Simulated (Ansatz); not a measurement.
Ge₅H₃ (charge −1)

Input

```
crystal:
  periodic: [false, false, false]
  atoms:
    - {symbol: Ge, position_ang: [1.205951, 1.148050, 1.301545]}
    - {symbol: Ge, position_ang: [1.313756, 0.144141, -1.399689]}
    - {symbol: Ge, position_ang: [0.709203, -1.191749, 0.633942]}
    - {symbol: Ge, position_ang: [-1.694187, -1.655624, -0.095248]}
    - {symbol: Ge, position_ang: [-0.982049, 0.788158, 0.115643]}
    - {symbol: H, position_ang: [-2.267111, -1.628127, 1.409500]}
    - {symbol: H, position_ang: [1.958288, 1.427974, -0.455644]}
    - {symbol: H, position_ang: [-0.243851, 0.967177, -1.510058]}
basis:
  gaussian: {orbitals: def2-TZVPD, initial_orbitals: start.molden}
total_charge: -1
hamiltonian: {xc: pbe0, dispersion: d4}
scf: {omitted_lower_state_checks: [starts]}
output: {orbitals: {seedname: orbitals}}
```

Launched as:

```sh
ansatz run in.yaml --threads 4 --pin off --events-out ev --progress --plain --max-ram 4787MiB
```

Geometry: PBE0-D4/def2-SVPD.

Theory: RKS PBE0-D4/def2-TZVPD in Ansatz.

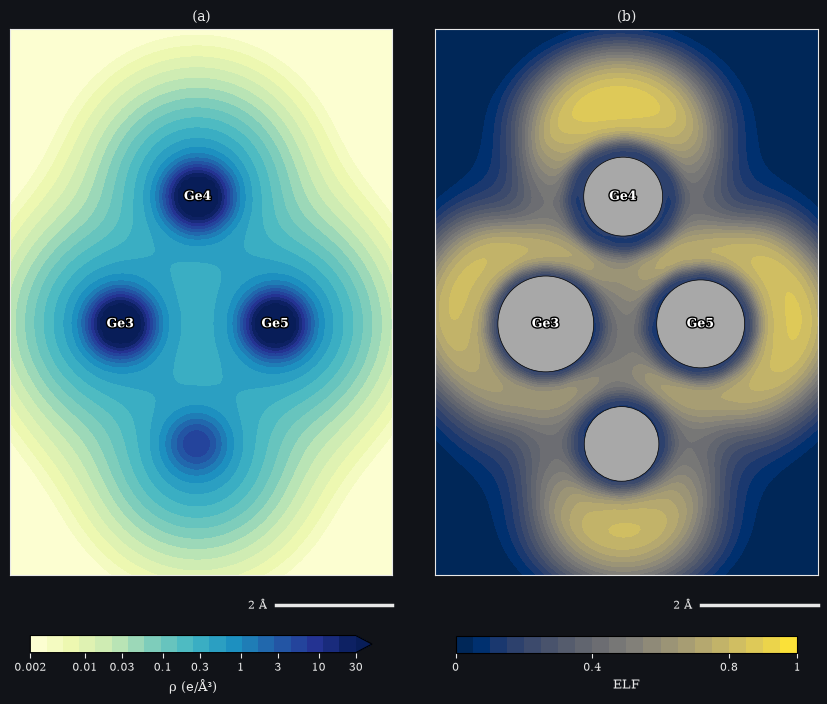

Figure 1. (a) total electron density; (b) electron localisation function on the plane of atoms Ge3, Ge4 and Ge5. Grey discs cover the atomic cores in the ELF map.

Q: What does the map show?

A:
- The section cuts through Ge sites.
- Ge–Ge (2.55 Å): ρ is about 0.41 e/Å³ halfway; the ELF peaks at about 0.70 between the atoms.

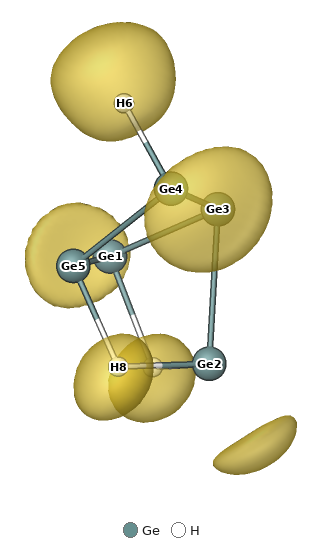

Figure 2. Isosurface of the ELF at 0.9 (yellow), seen at an oblique angle. Core shells and regions of very low density are left out.

Q: What do the ELF domains correspond to?

A: The ELF exceeds this value in three regions around hydrogen nuclei and three lobes on Ge, pointing away from the bonds (lone pairs).


Ge1···H7 (1.93 Å): the ELF climbs to about 1 towards the hydrogen. Ge–Ge (2.48 Å): the ELF peaks at about 0.65 between the atoms.

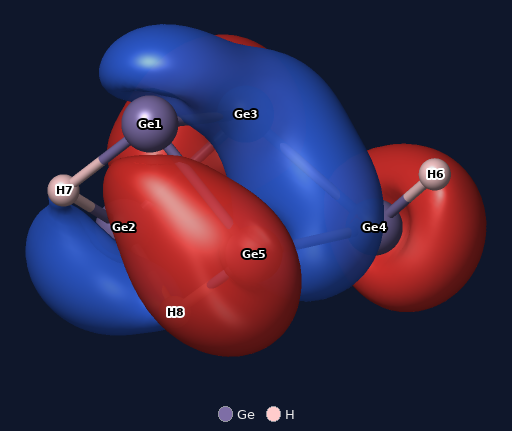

Figure 3. The HOMO−1 at ±0.08 Å⁻³ᐟ² (red and blue are the two phases), seen at a tilt.

Q: Describe this orbital and give its energy.

A: It lies mainly on Ge5 (about 25 %), Ge3 (about 20 %), Ge4 (about 20 %), Ge2 (about 15 %) and Ge1 (about 10 %). Its energy is −2.10 eV.
